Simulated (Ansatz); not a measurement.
Input

```
crystal:
  periodic: [false, false, false]
  atoms:
    - {symbol: Mg, position_ang: [-1.423283, 2.368281, 0.017838]}
    - {symbol: Mg, position_ang: [2.664634, -0.729763, 0.044633]}
    - {symbol: Mg, position_ang: [-0.501344, -0.661777, -0.028119]}
    - {symbol: Te, position_ang: [1.251403, 1.651516, 0.031418]}
    - {symbol: Te, position_ang: [-3.056296, 0.247501, -0.046404]}
    - {symbol: Te, position_ang: [1.064895, -2.875758, -0.019384]}
basis:
  gaussian: {orbitals: def2-TZVP, initial_orbitals: start.molden}
magnetization: {spin_polarized: true, initial_magnetization: 2}
hamiltonian: {xc: pbe0, dispersion: d4}
scf: {omitted_lower_state_checks: [starts]}
output: {orbitals: {seedname: orbitals}}
```

Run with:

```sh
ansatz run in.yaml --threads 4 --pin off --events-out ev --progress --plain --max-ram 4787MiB
```

Geometry: PBE0-D4/def2-SVP; core potentials replace the inner electrons of Te.

These are results of UKS PBE0-D4/def2-TZVP in Ansatz 0.2.0, not measurements.

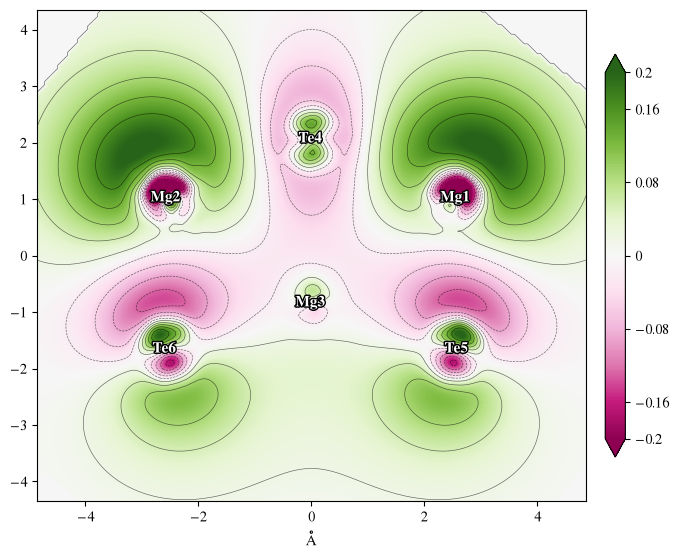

Mg3Te3 (triplet). The HOMO (α) on the molecular plane (values in Å⁻³ᐟ²; the overall sign is arbitrary).

Q: Where does this orbital lie, and at what energy?

A: By Hirshfeld shares it lies mainly on Mg1 (about 35 %), Mg2 (about 35 %), Te4 (about 10 %), Te5 (about 10 %) and Te6 (about 10 %); it is symmetric in the molecular plane (an in-plane orbital: σ, lone-pair or in-plane π type). Its energy is −4.57 eV.
